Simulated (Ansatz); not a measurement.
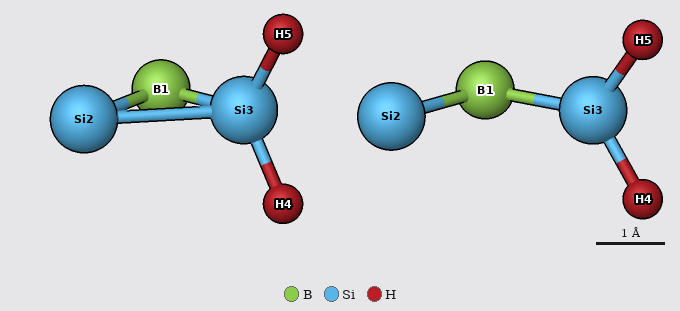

Two geometries of BSi₂H₂ (multiplicity 2), drawn at one scale. One is the start of a relaxation, the other its converged end. The picture is a ball-and-stick view, seen at a tilt.

Theory: Ansatz, UKS PBE-D4/def2-SVP. Set-up: force threshold 0.03 eV/Å; at most 250 steps.

Which of the two is the end point?

The right one is the relaxed one. It is one of the separated reactants of a reaction. Si2 moves most after the best rigid fit: 0.50 Å. Largest moves by element: Si 0.50 Å, H 0.30 Å, B 0.24 Å. Among the contacts that change: Si2–Si3 2.403 → 2.997 Å, B1–Si3 1.596 → 1.874 Å, B1–Si2 1.852 → 1.885 Å. Bond angles that change, for instance: Si2–B1–Si3 88.0° → 105.7°, H4–Si3–H5 122.8° → 110.6°, B1–Si3–H4 118.5° → 124.7°. After 5 geometry steps the energy has fallen by 1.640 eV. The largest force component goes from 8.9 to 0.0083 eV/Å. Cost: 10 s on 2 threads of Arm Neoverse V2, on a shared host.
